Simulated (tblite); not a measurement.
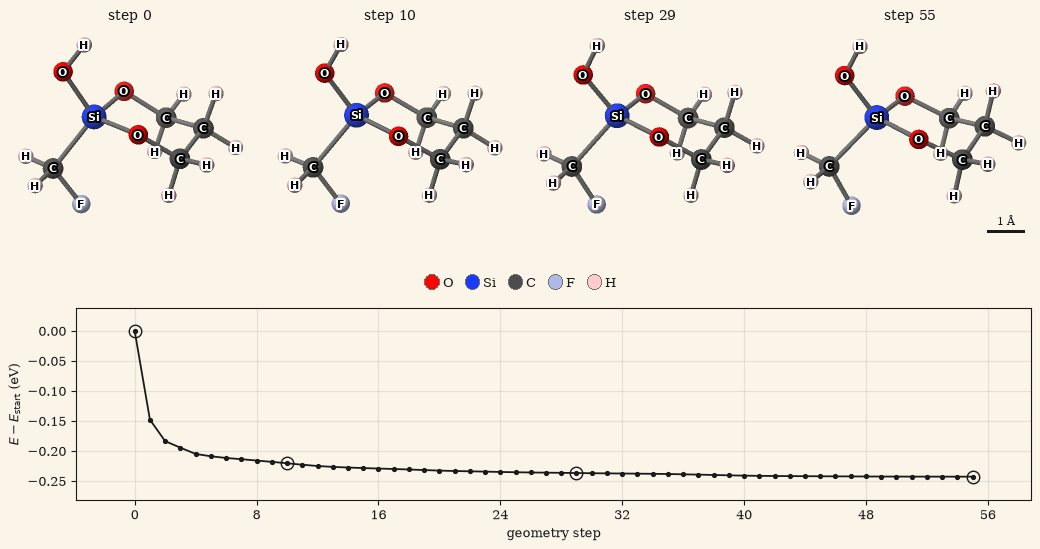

Frames of a relaxation of C4H9FO3Si, marked on the history of the run. Style: ball-and-stick. Shown at a tilt.

Level of theory: GFN2-xTB geometry optimisation, gas phase in tblite 0.8.0. 

Describe the path.

Answer. The atom that moves furthest after the best rigid fit is the F atom (0.27 Å). Largest moves by element: F 0.27 Å, H 0.17 Å, O 0.15 Å, C 0.13 Å, Si 0.08 Å. Near-neighbour distances that change, for instance: O–Si 1.676 → 1.611 Å, C–Si 1.869 → 1.915 Å, O–Si 1.678 → 1.633 Å, H–O 0.976 → 0.955 Å. Bond angles that change, for instance: O–Si–C 112.2° → 103.6°, Si–O–H 112.7° → 120.6°, O–Si–O 106.6° → 111.4°. Over 55 geometry steps the energy falls by 0.243 eV. From step 0 to 10: an H atom moves most (0.09 Å), energy −0.220 eV. From step 10 to 29: the F atom moves most (0.11 Å), energy −0.016 eV. From step 29 to 55: the F atom moves most (0.14 Å), energy −0.006 eV.
